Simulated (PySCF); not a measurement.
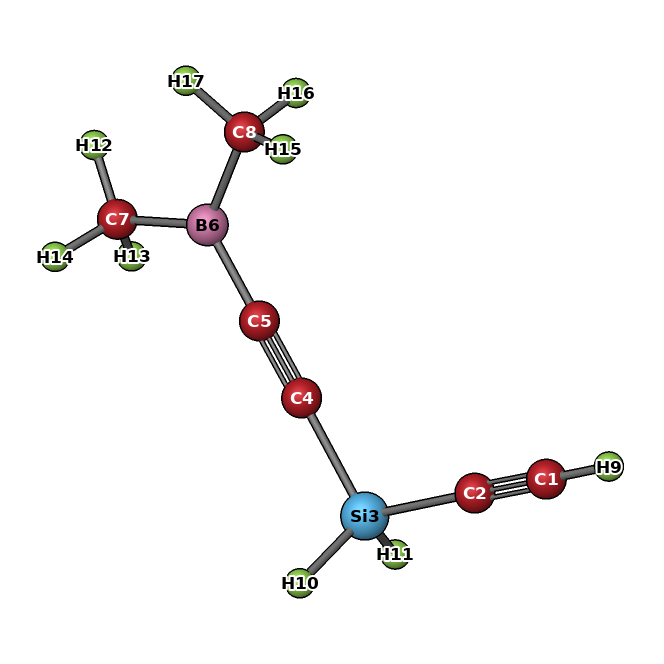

The questions are on isotropic NMR shieldings of the H atoms. Computed geometry: GFN2-xTB optimisation. No frequency run is at hand to confirm it as a minimum. Level of theory: GIAO PBE0/pcSseg-1 NMR shielding, non-relativistic, gas phase (PySCF 2.14.0).

> Which H atom is the most shielded (lowest chemical shift)?

H16 (30.99 ppm).

> Which H atom is the least shielded (highest chemical shift)?

H10, H11 (26.85 ppm).

> How wide is the range of H shifts?

4.14 ppm.

Give the isotropic NMR shieldings of the H atoms atom by atom.

| atom | σ (ppm) |
| --- | --- |
| H9 | 29.77 |
| H10 | 26.85 |
| H11 | 26.85 |
| H12 | 30.48 |
| H13 | 30.67 |
| H14 | 30.96 |
| H15 | 30.36 |
| H16 | 30.99 |
| H17 | 30.48 |

The geometry is semi-empirical. Around B, Si such bond lengths and angles can be off by a tenth of an ångström or more and by several degrees, and values that hang on the shape move with them.
